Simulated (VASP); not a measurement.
# Mg(0001) over its thickness, part 6 of 7

How many layers does a slab of Mg(0001) need before surface energy, work function and relaxation settle?

VASP 6.6.1; PBE; plane waves and PAW (Mg).

So far. Step 16 (Relaxing the slab, layers 10): The run ended after 18 ionic steps, 0.004 eV below its first step, once the forces on the free atoms met EDIFFG = -0.01. Step 17 (The vacuum level, layers 10): The vacuum level lies 3.69 eV above the Fermi level at the upper face; both faces agree, as the slab has next to no dipole.

## 18. Surface relaxation, layers 11

System of this step: Mg(0001). The cell holds 11 atoms: 11 Mg. Cell: a = 3.186 Å, b = 3.186 Å, c = 41.004 Å, α = 90.0°, β = 90.0°, γ = 60.0°. It derives from Mg. 11 layers of hcp Mg, cut at this functional's lattice. Vacuum lies along c.

File INCAR:

```
SYSTEM = Mg
PREC = Normal
ENCUT = 320
EDIFF = 1E-06
NELM = 120
ISMEAR = 1
SIGMA = 0.15
LREAL = .FALSE.
ALGO = Fast
GGA = PE
NBANDS = 22
LORBIT = 11
LWAVE = .FALSE.
LCHARG = .FALSE.
KPAR = 4
IBRION = 2
NSW = 50
ISIF = 2
EDIFFG = -0.01
POTIM = 0.4
MAXMIX = 40
```

File POSCAR:

```
Mg
1.0
    3.1860766385      0.0000000000      0.0000000000
    1.5930383192      2.7592233073      0.0000000000
    0.0000000000      0.0000000000     41.0038026250
Mg
11
Direct
    0.0000000000      0.0000000000      0.1829098600
    0.6666666700      0.6666666700      0.2463278900
    0.0000000000      0.0000000000      0.3097459200
    0.6666666700      0.6666666700      0.3731639500
    0.0000000000      0.0000000000      0.4365819700
    0.6666666700      0.6666666700      0.5000000000
    0.0000000000      0.0000000000      0.5634180300
    0.6666666700      0.6666666700      0.6268360500
    0.0000000000      0.0000000000      0.6902540800
    0.6666666700      0.6666666700      0.7536721100
    0.0000000000      0.0000000000      0.8170901400
```

File KPOINTS:

```
Automatic mesh
0
Gamma
12 12 1
0 0 0
```

PAW data sets: Mg (PBE family, release 64).

The run is started by

```sh
$ mpirun -np 4 vasp_std
```

The log of the run:

```text
[banner, memory and clock lines left out]
running    4 mpi-ranks, on    1 nodes
[...]
LDA part: xc-table for (Slater+PW92), standard interpolation
 POSCAR, INCAR and KPOINTS ok, starting setup
[...]
entering main loop
       N       E                     dE             d eps       ncg     rms          rms(c)
DAV:   1     0.182577179530E+02    0.18258E+02   -0.47029E+03   836   0.475E+02
DAV:   2    -0.146709262995E+02   -0.32929E+02   -0.30922E+02  1094   0.723E+01
DAV:   3    -0.161533767387E+02   -0.14825E+01   -0.14456E+01  1142   0.139E+01
DAV:   4    -0.161856484177E+02   -0.32272E-01   -0.32218E-01  1134   0.240E+00
[...]
RMM:  19    -0.159294142896E+02   -0.39133E-05   -0.20171E-07   543   0.182E-03    0.308E-04
RMM:  20    -0.159294194529E+02   -0.51633E-05   -0.12434E-07   467   0.128E-03    0.135E-04
RMM:  21    -0.159294198730E+02   -0.42011E-06   -0.14981E-08   392   0.958E-04
   1 F= -.15929420E+02 E0= -.15925607E+02  d E =-.159294E+02
[... from here on, the cycles between the ionic steps are left out ...]
   2 F= -.15929872E+02 E0= -.15926055E+02  d E =-.452404E-03
   3 F= -.15930912E+02 E0= -.15927085E+02  d E =-.149227E-02
   4 F= -.15931587E+02 E0= -.15927762E+02  d E =-.216731E-02
   5 F= -.15931603E+02 E0= -.15927776E+02  d E =-.218359E-02
   6 F= -.15931815E+02 E0= -.15927982E+02  d E =-.211633E-03
   7 F= -.15932194E+02 E0= -.15928348E+02  d E =-.590990E-03
   8 F= -.15931817E+02 E0= -.15927953E+02  d E =-.213708E-03
   9 F= -.15932234E+02 E0= -.15928382E+02  d E =-.630407E-03
  10 F= -.15932466E+02 E0= -.15928635E+02  d E =-.231917E-03
  11 F= -.15932710E+02 E0= -.15928910E+02  d E =-.476345E-03
  12 F= -.15933012E+02 E0= -.15929250E+02  d E =-.301408E-03
  13 F= -.15933392E+02 E0= -.15929747E+02  d E =-.682254E-03
  14 F= -.15933699E+02 E0= -.15930106E+02  d E =-.306597E-03
  15 F= -.15933968E+02 E0= -.15930483E+02  d E =-.575864E-03
  16 F= -.15934148E+02 E0= -.15930685E+02  d E =-.180008E-03
  17 F= -.15934422E+02 E0= -.15931020E+02  d E =-.453975E-03
  18 F= -.15934428E+02 E0= -.15931035E+02  d E =-.460086E-03
[...]
reached required accuracy - stopping structural energy minimisation
```

Elapsed: 4.9 min, on 4 MPI ranks of AMD EPYC 7571, shared host; peak memory 0.83 GiB.

Parts of OUTCAR (step 18):

```text
  Total       -0.3399283     -0.3399283      0.0007923      0.0000000      0.0000000     -0.0000000
  in kB       -1.5108827     -1.5108827      0.0035215      0.0000000      0.0000000     -0.0000000
  external PRESSURE =      -1.0060813 kB  Pullay stress =       0.0000000 kB

 POSITION                                       TOTAL-FORCE (eV/Angst)
 -----------------------------------------------------------------------------------
      0.00000      0.00000      7.56122         0.000000      0.000000     -0.004377
      3.18608      1.83948     10.19461         0.000000      0.000000      0.008966
      4.77911      2.75922     12.78393        -0.000000      0.000000     -0.003827
      3.18608      1.83948     15.35753        -0.000000     -0.000000     -0.003622
      0.00000      0.00000     17.93134         0.000000      0.000000      0.002612
      3.18608      1.83948     20.50190        -0.000000      0.000000      0.000000
      0.00000      0.00000     23.07246        -0.000000      0.000000     -0.002612
      3.18608      1.83948     25.64627        -0.000000     -0.000000      0.003622
      3.18608      0.00000     28.21987         0.000000      0.000000      0.003827
      3.18608      1.83948     30.80919         0.000000     -0.000000     -0.008966
      3.18608      0.00000     33.44258         0.000000      0.000000      0.004377
 -----------------------------------------------------------------------------------
    total drift:                                0.000090      0.000052      0.000000

  FREE ENERGIE OF THE ION-ELECTRON SYSTEM (eV)
  ---------------------------------------------------
  free  energy   TOTEN  =       -15.9344284238 eV

  energy  without entropy=      -15.9242475898  energy(sigma->0) =      -15.93103481

[... 1 part as in an earlier step ...]

[... 3 further parts left out ...]
[key lines of the parts left out:]
E-fermi :   0.7364
```

The run ended after 18 ionic steps, 0.005 eV below its first step, once the forces on the free atoms met EDIFFG = -0.01.

## 19. The vacuum level, layers 11

Changes to INCAR since step 18:

```diff
@@ -15,7 +15,6 @@
 KPAR = 4
-IBRION = 2
-NSW = 50
-ISIF = 2
-EDIFFG = -0.01
-POTIM = 0.4
-MAXMIX = 40
+IDIPOL = 3
+LDIPOL = .TRUE.
+DIPOL = 0.5 0.5 0.5
+LVHAR = .TRUE.
+LVACPOTAV = .TRUE.
```

File POSCAR:

```
Mg
1.0
    3.1860766385      0.0000000000      0.0000000000
    1.5930383192      2.7592233073      0.0000000000
    0.0000000000      0.0000000000     41.0038026250
Mg
11
Direct
    0.0000000000      0.0000000000      0.1844029457
    0.6666666700      0.6666666700      0.2486260619
    0.0000000000      0.0000000000      0.3117743649
    0.6666666700      0.6666666700      0.3745391908
    0.0000000000      0.0000000000      0.4373091966
    0.6666666700      0.6666666700      0.5000000000
    0.0000000000      0.0000000000      0.5626908034
    0.6666666700      0.6666666700      0.6254608092
    0.0000000000      0.0000000000      0.6882256351
    0.6666666700      0.6666666700      0.7513739381
    0.0000000000      0.0000000000      0.8155970543
```

KPOINTS is that of step 18.

The run is started by

```sh
$ mpirun -np 4 vasp_std
```

The log of the run:

```text
[... set-up lines as in an earlier step ...]
 entering main loop
       N       E                     dE             d eps       ncg     rms          rms(c)
DAV:   1     0.184784611937E+02    0.18478E+02   -0.47064E+03   836   0.475E+02
DAV:   2    -0.146745600779E+02   -0.33153E+02   -0.31143E+02  1094   0.726E+01
DAV:   3    -0.161641707547E+02   -0.14896E+01   -0.14550E+01  1150   0.139E+01
DAV:   4    -0.161960050470E+02   -0.31834E-01   -0.31790E-01  1136   0.240E+00
[...]
RMM:  19    -0.159344215115E+02   -0.38581E-05   -0.20502E-07   624   0.192E-03    0.329E-04
RMM:  20    -0.159344279738E+02   -0.64622E-05   -0.14721E-07   552   0.133E-03    0.112E-04
RMM:  21    -0.159344282259E+02   -0.25214E-06   -0.14127E-08   394   0.957E-04
 [... a notice as in an earlier step ...]

   1 F= -.15934428E+02 E0= -.15931034E+02  d E =-.101813E-01
```

Elapsed: 50 s, on 4 MPI ranks; peak memory 0.74 GiB; 3.2 min of CPU time.

From OUTCAR (step 19):

```text
  Total       -0.3399657     -0.3399657      0.0007509      0.0000000      0.0000000     -0.0000000
  in kB       -1.5110486     -1.5110486      0.0033375      0.0000000      0.0000000     -0.0000000
  external PRESSURE =      -1.0062533 kB  Pullay stress =       0.0000000 kB

 POSITION                                       TOTAL-FORCE (eV/Angst)
 -----------------------------------------------------------------------------------
      0.00000      0.00000      7.56122         0.000000      0.000000     -0.004227
      3.18608      1.83948     10.19461        -0.000000     -0.000000      0.009107
      0.00000      0.00000     12.78393         0.000000      0.000000     -0.003789
      3.18608      1.83948     15.35753         0.000000     -0.000000     -0.003489
      0.00000      0.00000     17.93134        -0.000000     -0.000000      0.002539
      3.18608      1.83948     20.50190        -0.000000      0.000000      0.000000
      0.00000      0.00000     23.07246        -0.000000     -0.000000     -0.002539
      3.18608      1.83948     25.64627         0.000000     -0.000000      0.003489
      0.00000      0.00000     28.21987        -0.000000      0.000000      0.003789
      3.18608      1.83948     30.80919         0.000000     -0.000000     -0.009107
      0.00000      0.00000     33.44258         0.000000     -0.000000      0.004227
 -----------------------------------------------------------------------------------
    total drift:                                0.000090      0.000052      0.000000

  FREE ENERGIE OF THE ION-ELECTRON SYSTEM (eV)
  ---------------------------------------------------
  free  energy   TOTEN  =       -15.9344282259 eV

  energy  without entropy=      -15.9242468761  energy(sigma->0) =      -15.93103444

[... 2 parts as in an earlier step ...]

[... 1 further part left out ...]
[key lines of the parts left out:]
E-fermi :   0.7364
```

The planar average of the electrostatic potential oscillates, so the rows of the table below give means over windows of 2.62 Å about each position, cut where the curve ends. Its maxima inside the range that stand out by 2 % of the span (Å: eV): 8.9: 1.03, 11.5: 0.945, 14.1: 0.880, 16.6: 0.894, 19.2: 0.887, 21.8: 0.887, 24.4: 0.894, 26.9: 0.880, 29.5: 0.945, 32.1: 1.03. Its minima: 7.5: -6.42, 10.3: -6.36, 12.8: -6.39, 15.4: -6.44, 17.9: -6.42, 20.5: -6.41, 23.1: -6.42, 25.6: -6.44, 28.2: -6.39, 30.8: -6.36, 33.5: -6.42.

Zero at the Fermi level. Table of planar average of the electrostatic potential by height; means over each step:

| height (Å) | planar average of the electrostatic potential (eV) |
| --- | --- |
| 1.31 | 3.71 |
| 3.93 | 3.67 |
| 6.55 | -0.833 |
| 9.17 | -2.53 |
| 11.79 | -2.65 |
| 14.41 | -2.71 |
| 17.03 | -2.71 |
| 19.65 | -2.70 |
| 22.27 | -2.70 |
| 24.89 | -2.69 |
| 27.51 | -2.66 |
| 30.13 | -2.62 |
| 32.75 | -2.57 |
| 35.37 | 2.35 |
| 37.99 | 3.70 |
| 40.61 | 3.71 |

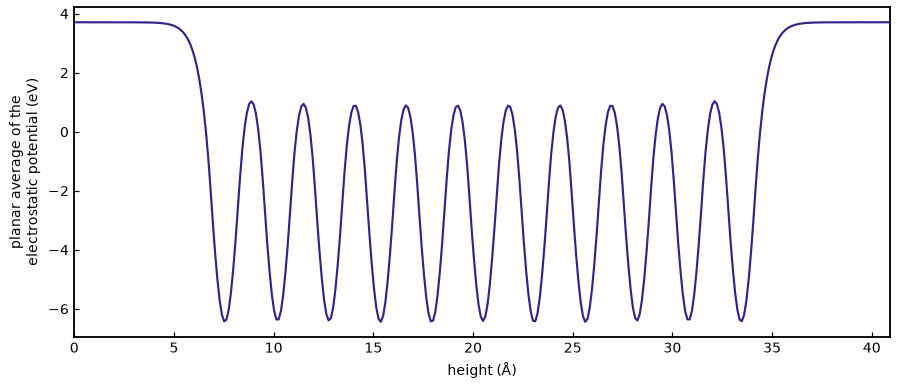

Planar average of the electrostatic potential, plotted against height.

The vacuum level lies 3.71 eV above the Fermi level at the upper face; both faces agree, as the slab has next to no dipole.

The program found no field-free point at its default tolerance, but its printed level agrees with the flat part of the planar average.

## 20. Relaxing the slab, layers 12

System of this step: Mg(0001). The cell holds 12 atoms: 12 Mg. Its edges and angles: a = 3.186 Å, b = 3.186 Å, c = 43.604 Å, α = 90.0°, β = 90.0°, γ = 60.0°. It derives from Mg. 12 layers of hcp Mg, cut at this functional's lattice. Vacuum lies along c.

File INCAR:

```
SYSTEM = Mg
PREC = Normal
ENCUT = 320
EDIFF = 1E-06
NELM = 120
ISMEAR = 1
SIGMA = 0.15
LREAL = .FALSE.
ALGO = Fast
GGA = PE
NBANDS = 24
LORBIT = 11
LWAVE = .FALSE.
LCHARG = .FALSE.
KPAR = 4
IBRION = 2
NSW = 50
ISIF = 2
EDIFFG = -0.01
POTIM = 0.4
MAXMIX = 40
```

File POSCAR:

```
Mg
1.0
    3.1860766385      0.0000000000      0.0000000000
    1.5930383192      2.7592233073      0.0000000000
    0.0000000000      0.0000000000     43.6041828875
Mg
12
Direct
    0.6666666700      0.6666666700      0.1720018500
    0.0000000000      0.0000000000      0.2316378700
    0.6666666700      0.6666666700      0.2912739000
    0.0000000000      0.0000000000      0.3509099300
    0.6666666700      0.6666666700      0.4105459600
    0.0000000000      0.0000000000      0.4701819900
    0.6666666700      0.6666666700      0.5298180100
    0.0000000000      0.0000000000      0.5894540400
    0.6666666700      0.6666666700      0.6490900700
    0.0000000000      0.0000000000      0.7087261000
    0.6666666700      0.6666666700      0.7683621300
    0.0000000000      0.0000000000      0.8279981500
```

KPOINTS is that of step 19.

The run is started by

```sh
$ mpirun -np 4 vasp_std
```

The log of the run:

```text
[banner, memory and clock lines left out]
running    4 mpi-ranks, on    1 nodes
[...]
LDA part: xc-table for (Slater+PW92), standard interpolation
 POSCAR, INCAR and KPOINTS ok, starting setup
[...]
entering main loop
       N       E                     dE             d eps       ncg     rms          rms(c)
DAV:   1     0.215290552430E+02    0.21529E+02   -0.51023E+03   920   0.474E+02
DAV:   2    -0.160159142230E+02   -0.37545E+02   -0.34980E+02  1176   0.753E+01
DAV:   3    -0.176577934931E+02   -0.16419E+01   -0.15906E+01  1264   0.142E+01
DAV:   4    -0.176970551074E+02   -0.39262E-01   -0.39222E-01  1256   0.261E+00
[...]
RMM:  20    -0.174299075689E+02   -0.60557E-05   -0.16375E-07   555   0.137E-03    0.227E-04
RMM:  21    -0.174299086746E+02   -0.11057E-05   -0.17977E-08   448   0.921E-04    0.879E-05
RMM:  22    -0.174299095207E+02   -0.84605E-06   -0.20548E-08   414   0.862E-04
   1 F= -.17429910E+02 E0= -.17426994E+02  d E =-.174299E+02
[...]
3 F= -.17431043E+02 E0= -.17428074E+02  d E =-.113299E-02
   4 F= -.17431424E+02 E0= -.17428380E+02  d E =-.151442E-02
   5 F= -.17431475E+02 E0= -.17428450E+02  d E =-.156578E-02
   6 F= -.17431675E+02 E0= -.17428651E+02  d E =-.199415E-03
   7 F= -.17432042E+02 E0= -.17429026E+02  d E =-.566575E-03
   8 F= -.17432004E+02 E0= -.17428966E+02  d E =-.528383E-03
   9 F= -.17432206E+02 E0= -.17429205E+02  d E =-.202277E-03
  10 F= -.17432573E+02 E0= -.17429681E+02  d E =-.569511E-03
  11 F= -.17432212E+02 E0= -.17429543E+02  d E =-.208237E-03
  12 F= -.17432621E+02 E0= -.17429787E+02  d E =-.617325E-03
  13 F= -.17432792E+02 E0= -.17429987E+02  d E =-.171375E-03
  14 F= -.17433216E+02 E0= -.17430494E+02  d E =-.594690E-03
  15 F= -.17433598E+02 E0= -.17431052E+02  d E =-.976998E-03
  16 F= -.17433952E+02 E0= -.17431481E+02  d E =-.353562E-03
  17 F= -.17434243E+02 E0= -.17431932E+02  d E =-.644822E-03
  18 F= -.17434604E+02 E0= -.17432411E+02  d E =-.361245E-03
  19 F= -.17435102E+02 E0= -.17433284E+02  d E =-.859386E-03
  20 F= -.17435260E+02 E0= -.17433564E+02  d E =-.157890E-03
 trial-energy change:   -0.000158  1 .order   -0.000160   -0.000427    0.000107
 step:   7.9068(harm=  7.9068)  dis= 0.00485  next Energy=   -17.435273 (dE=-0.171E-03)
 reached required accuracy - stopping structural energy minimisation
```

Elapsed: 6.2 min, on 4 MPI ranks; peak memory 0.87 GiB; 24 min of CPU time.

OUTCAR, selected parts (step 20):

```text
  Total       -0.1708270     -0.1708270      0.0002172      0.0000000      0.0000000      0.0000000
  in kB       -0.7139960     -0.7139960      0.0009078      0.0000000      0.0000000      0.0000000
  external PRESSURE =      -0.4756947 kB  Pullay stress =       0.0000000 kB

 POSITION                                       TOTAL-FORCE (eV/Angst)
 -----------------------------------------------------------------------------------
      3.18608      1.83948      7.59536         0.000000     -0.000000     -0.000035
      0.00000      0.00000     10.22293         0.000000      0.000000     -0.001620
      3.18608      1.83948     12.80446         0.000000     -0.000000      0.007896
      1.59304      2.75922     15.38360        -0.000000     -0.000000     -0.009795
      3.18608      1.83948     17.95087         0.000000      0.000000      0.002338
      0.00000      0.00000     20.52339        -0.000000     -0.000000     -0.002754
      3.18608      1.83948     23.08079        -0.000000      0.000000      0.002754
      3.18608      0.00000     25.65331         0.000000      0.000000     -0.002338
      3.18608      1.83948     28.22058         0.000000     -0.000000      0.009795
      0.00000      0.00000     30.79972         0.000000      0.000000     -0.007896
      3.18608      1.83948     33.38125        -0.000000     -0.000000      0.001620
      0.00000      0.00000     36.00882        -0.000000     -0.000000      0.000035
 -----------------------------------------------------------------------------------
    total drift:                                0.000107      0.000062      0.000004

  FREE ENERGIE OF THE ION-ELECTRON SYSTEM (eV)
  ---------------------------------------------------
  free  energy   TOTEN  =       -17.4352601061 eV

  energy  without entropy=      -17.4301716639  energy(sigma->0) =      -17.43356396

[... 1 part as in an earlier step ...]

[... 3 further parts left out ...]
[key lines of the parts left out:]
E-fermi :   0.8568
```

The run ended after 20 ionic steps, 0.005 eV below its first step, once the forces on the free atoms met EDIFFG = -0.01.

(Continued in part 7 of 7.)

[Lines on the potential files, build, host, timing and source positions are cut from VASP's logs without a mark.]

[Logs are printed without paths, hosts, clocks, repeated set-up lines and the standing remarks that a program may print on its own settings, such as how far it seeks lower states.]

[Hosts, paths, dates, database ids (printed as entryN), source tags and the programs' standing remarks are cut or masked in the printed files.]

[Runs that stopped without an error message from VASP are left out.]
